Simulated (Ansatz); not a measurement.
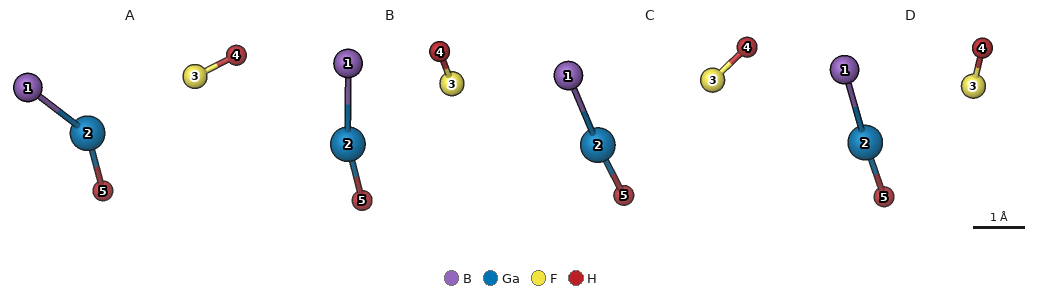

4 geometries from one relaxation of GaBH2F (multiplicity 2), in shuffled order. A ball-and-stick model, seen from a free direction.

It is one of the separated reactants of a reaction.

Computed with UKS PBE0-D4/def2-TZVP (Ansatz). (force threshold 0.005 eV/Å; at most 200 steps)

Q: Order the frames from highest to lowest energy.

A: A, C, D, B. They are steps 0, 5, 11, 18, at +0.279 eV, +0.227 eV, +0.093 eV relative to the last. The atom that moves furthest after the best rigid fit is H4 (1.37 Å). Largest moves by element: H 1.37 Å, B 1.34 Å, Ga 0.28 Å, F 0.17 Å. Some distances before and after: B1–Ga2 2.102 → 2.044 Å, Ga2–H5 1.610 → 1.569 Å, Ga2–F3 2.451 → 2.410 Å, F3–H4 0.939 → 0.951 Å. Bond angles that change, for instance: B1–Ga2–H5 153.1° → 168.3°. After 17 accepted moves (18 points after the start) the energy has fallen by 0.279 eV. The largest force component goes from 0.89 to 0.0042 eV/Å. The line search rejected the trial step at point 8 of the run.

Limits of the set-up: the start holds two separate molecules, 2.5 Å apart at their closest, whose relative position is a soft coordinate.
